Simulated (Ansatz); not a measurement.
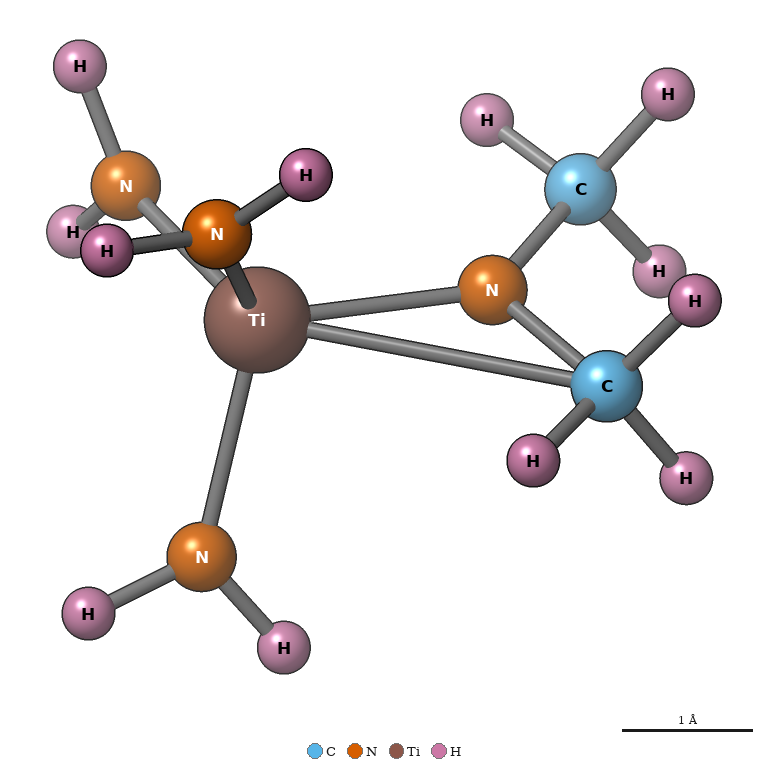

Distant atoms are faded towards the background colour. Charge 0, singlet. The computed structure is the end point of a PBE0-D4/def2-TZVP optimisation. No frequency run is at hand to confirm it as a minimum. Masses are those of the most abundant isotopes; constants are for the rigid equilibrium geometry.

**What kind of rotor is it, and what are its rotational constants in GHz?**

An asymmetric top (Cs): A = 2.25, B = 1.47, C = 1.33 GHz. Ray's parameter κ is −0.71, nearer the prolate limit.
